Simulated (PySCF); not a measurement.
# ReBr2: structure of the quartet

The task is one start of a wider search on ReBr2: the quartet, from a B3LYP minimum start. It is relaxed, tested by its Hessian and followed downhill if it is a saddle.

Computed with PySCF 2.14.0. Level: B3LYP, basis Re def2-SVP with ECP60, Br def2-SVP, scalar-relativistic core potentials, no spin–orbit coupling, density fitting.

### Step 1. Where the work starts

3 atoms, charge 0, spin multiplicity 4.

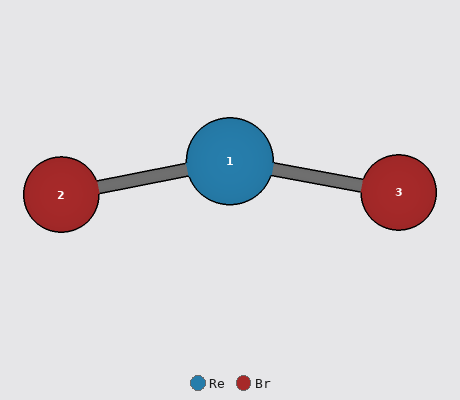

The starting geometry (rhenium blue, bromine red); atoms are numbered from 1 in the order of the file.

```xyz
3
charge 0 multiplicity 4
Re    0.0000    0.0000   -0.2052
Br    2.3415    0.0000    0.2430
Br   -2.3415    0.0000    0.2430
```

### Step 2. The SCF at the typed geometry

One driver script runs all steps and calls PySCF; scf.py shows how it sets up the SCF of each step. The optimiser is the driver's own. After this first run the driver tries any further starts and a stability analysis.

The input, scf.py:

```python
from pyscf import gto, scf, dft
mol = gto.M(atom='''
Re    -0.000000     0.000000    -0.205176
Br     2.341513    -0.000000     0.243029
Br    -2.341513    -0.000000     0.243029''',
    basis={'Re': 'def2-SVP', 'Br': 'def2-SVP'},
    ecp={'Re': 'def2-SVP'},
    charge=0, spin=3)
mf = dft.UKS(mol, xc='B3LYP')
mf.grids.atom_grid = (50, 194)
aux = {'Re': 'def2-universal-JKFIT', 'Br': 'def2-universal-JKFIT'}
mf = mf.density_fit(auxbasis=aux)
mf.conv_tol = 1e-08
mf.diis_space = 10
mf.max_cycle = 60
mf.init_guess = 'minao'
mf.verbose = 4
mf.kernel()
```

Command:

```console
$ OMP_NUM_THREADS=2 python axn.py task.json out
```

The log of the run:

```text
init E= -5211.91014353218
[... the frontier-level lines of each cycle are left out ...]
cycle= 1 E= -5225.92114829719  delta_E=  -14  |g|= 0.418  |ddm|= 5.62
cycle= 2 E= -5225.42000783868  delta_E= 0.501  |g|= 0.973  |ddm|= 2.35
cycle= 3 E= -5226.0437665244  delta_E= -0.624  |g|= 0.0543  |ddm|= 2.05
cycle= 4 E= -5226.04780532532  delta_E= -0.00404  |g|= 0.0483  |ddm|= 0.225
cycle= 5 E= -5226.05039401379  delta_E= -0.00259  |g|= 0.0257  |ddm|= 0.117
cycle= 6 E= -5226.05266318591  delta_E= -0.00227  |g|= 0.0212  |ddm|= 0.13
cycle= 7 E= -5226.05561443919  delta_E= -0.00295  |g|= 0.0197  |ddm|= 0.179
cycle= 8 E= -5226.05885037951  delta_E= -0.00324  |g|= 0.0171  |ddm|= 0.225
cycle= 9 E= -5226.06133877535  delta_E= -0.00249  |g|= 0.00713  |ddm|= 0.255
cycle= 10 E= -5226.06120151625  delta_E= 0.000137  |g|= 0.0171  |ddm|= 0.0416
cycle= 11 E= -5226.06192043223  delta_E= -0.000719  |g|= 0.00163  |ddm|= 0.181
cycle= 12 E= -5226.06192504423  delta_E= -4.61e-06  |g|= 0.00141  |ddm|= 0.00765
cycle= 13 E= -5226.06192571246  delta_E= -6.68e-07  |g|= 0.000497  |ddm|= 0.00936
cycle= 14 E= -5226.06192686725  delta_E= -1.15e-06  |g|= 0.000459  |ddm|= 0.00894
cycle= 15 E= -5226.06192700842  delta_E= -1.41e-07  |g|= 0.000187  |ddm|= 0.00113
cycle= 16 E= -5226.06192702484  delta_E= -1.64e-08  |g|= 0.000103  |ddm|= 0.000238
cycle= 17 E= -5226.06192703151  delta_E= -6.67e-09  |g|= 3.64e-05  |ddm|= 0.000228
Extra cycle  E= -5226.06192702989  delta_E= 1.62e-09  |g|= 6.31e-05  |ddm|= 0.000152
converged SCF energy = -5226.06192702989  <S^2> = 3.7783285  2S+1 = 4.0141393
```

This step, with its further starts and checks, took 38 s on 2 threads of Arm Neoverse N1, shared host.

Energies from each starting density:

| start | energy (Eh) |
| --- | --- |
| the minimal-basis guess | -5226.061927 |
| a thermally smeared density | -5226.061927 |
| a smeared PBE density | -5226.061927 |

The test of internal stability and the other starts found no lower solution of this spin.

### Step 3. Relaxing the quartet from the B3LYP minimum start

The program finds C2v symmetry in the start, which this walk keeps. Threshold on the gradient: 0.0003 Eh/bohr, with a further test on the energy change.

scf.py: that of step 2 with these lines changed.

```diff
@@ -3,3 +3,3 @@
-Re    -0.000000     0.000000    -0.205176
-Br     2.341513    -0.000000     0.243029
-Br    -2.341513    -0.000000     0.243029''',
+Re     0.000000     0.000000    -0.205176
+Br     2.341513     0.000000     0.243029
+Br    -2.341513     0.000000     0.243029''',
@@ -16 +15,0 @@
-mf.init_guess = 'minao'
```

The optimiser's trace:

| step | energy (Eh) | change (kJ/mol) | largest symmetric gradient (Eh/bohr) |
| --- | --- | --- | --- |
| 0 | -5226.061927 | 0.00 | 0.00001 |

The walk took 6.5 s.

Geometry (Å) and forces (eV/Å) at some steps:

```
step 0
Re   0.000   0.000  -0.205   0.000   0.000   0.001
Br   2.342   0.000   0.243  -0.001   0.000   0.000
Br  -2.342   0.000   0.243   0.001   0.000   0.000
```

After 0 steps and 0.0 kJ/mol it ends at C2v: Re–Br 2.384 Å (×2); Br–Re–Br 158.3°.

### Step 4. Vibrations and properties at this point

The point is checked on the finer grid, and tightened if its gradient asks for it. The Hessian and the dipole derivatives come from central differences of analytic gradients, with steps of 0.02 bohr.

scf.py: that of step 3 with these lines changed.

```diff
@@ -3,3 +3,3 @@
-Re     0.000000     0.000000    -0.205176
-Br     2.341513     0.000000     0.243029
-Br    -2.341513     0.000000     0.243029''',
+Re     0.000000     0.000000    -0.205667
+Br     2.341368     0.000000     0.243274
+Br    -2.341368     0.000000     0.243274''',
@@ -10 +10 @@
-mf.grids.atom_grid = (50, 194)
+mf.grids.atom_grid = (75, 302)
@@ -13 +13 @@
-mf.conv_tol = 1e-08
+mf.conv_tol = 1e-10
```

This SCF starts from the last density.

SCF at the final geometry:

```text
init E= -5226.06204541822
[... the frontier-level lines of each cycle are left out ...]
cycle= 1 E= -5226.06204541822  delta_E= 9.09e-12  |g|= 1.67e-06  |ddm|= 6.21e-06
Extra cycle  E= -5226.06204541822  delta_E=    0  |g|= 4.01e-06  |ddm|= 8.11e-06
converged SCF energy = -5226.06204541822  <S^2> = 3.7783354  2S+1 = 4.0141427
```

The whole step took 99 s.

Geometry: C2v; Re–Br 2.384 Å (×2); Br–Re–Br 158.3°.

Harmonic modes (main isotopes):

```json
{"symmetry": "a1", "ω (cm⁻¹)": "31", "IR (km/mol)": "0.2", "μ (u)": "104.57", "type": "bend"}
{"symmetry": "a1", "ω (cm⁻¹)": "242", "IR (km/mol)": "0.9", "μ (u)": "80.46", "type": "stretch"}
{"symmetry": "b2", "ω (cm⁻¹)": "288", "IR (km/mol)": "48.7", "μ (u)": "106.56", "type": "stretch"}
```

All wavenumbers are real: a minimum.

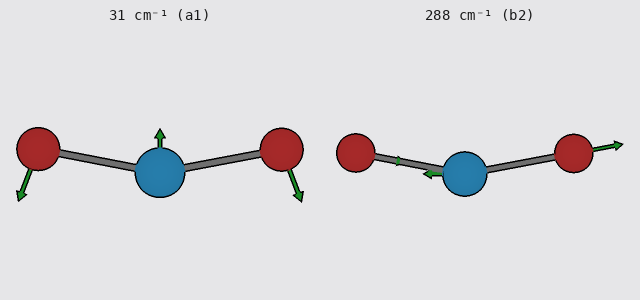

Displacements of 2 of the modes, as arrows (one member where a mode is degenerate).

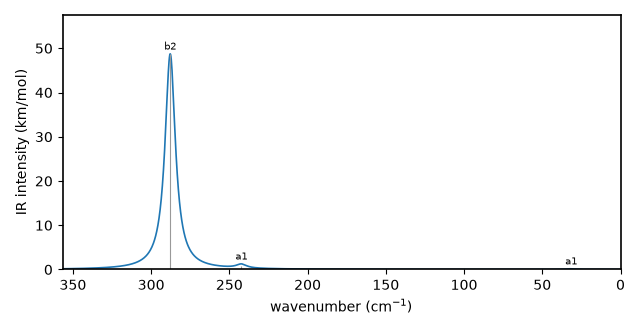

The harmonic infrared spectrum (widths in cm⁻¹). Lines are broadened to a width of 8 cm⁻¹ (Lorentzian).

Properties at this point:

- Dipole moment: 0.25 D
- Highest occupied level: -6.23 eV
- Lowest empty level: -4.68 eV
- Rotational constants: 0.9773, 0.01948, 0.0191 cm⁻¹
- Zero-point energy: 3.4 kJ/mol
- Principal polarisabilities: 54.9, 61.3, 128.6 bohr³
- Atomisation energy without zero-point energy: 550 kJ/mol
- Principal traceless quadrupole moments about the centre of mass: -0.39, -0.30, 0.69 D Å
- Entropy at 298.15 K and 1 bar (electronic part: spin only): 341.8 J/(mol K)
- Heat capacity Cp at 298.15 K: 56.1 J/(mol K)
- Enthalpy at 298.15 K above 0 K: 14.66 kJ/mol
- Rotational symmetry number: 2
- Spin squared ⟨S²⟩: 3.778

Charges (e) and bond orders:

```json
{"atom": "Re1", "Mulliken": "0.33", "Löwdin": "-0.33", "polar tensor": "0.78", "spin (Mulliken)": "2.98", "Mayer order to Re1": "–"}
{"atom": "Br2,3", "Mulliken": "-0.17", "Löwdin": "0.16", "polar tensor": "-0.39", "spin (Mulliken)": "0.01", "Mayer order to Re1": "1.31"}
```

Mulliken populations on Re1 (outside its core potential): s 3.17, p 6.25, d 5.22, f 0.03.

### Step 5. What came out

| quantity | value |
| --- | --- |
| minimum | quartet, C2v |
| geometry | Re–Br 2.384 Å (×2); Br–Re–Br 158.3° |
| wavenumbers (cm⁻¹) | 31 (a1), 242 (a1), 288 (b2) |
| dipole moment | 0.25 D |
| highest occupied, lowest empty level (either spin) | -6.23, -4.68 eV |
| polar-tensor charge of Re1 | +0.78 e |
| zero-point energy | 3.4 kJ/mol |
| entropy at 298.15 K | 341.8 J/(mol K) |
| atomisation energy (no zero-point energy) | 550 kJ/mol |
| ⟨S²⟩ | 3.778 |

What this shows: The B3LYP minimum start keeps its C2v symmetry and ends in a minimum. In the infrared the band at 288 cm⁻¹ (b2, stretch) leads. Most of the spin sits on Re1 (Mulliken spin 2.98, against 3 for the whole molecule). Other starts or spin states, not run here, may lie lower. One determinant may miss the lowest occupation of an open d or f shell. Spin–orbit coupling, left out here, can matter for elements this heavy.

The search up to here took 2.4 min.
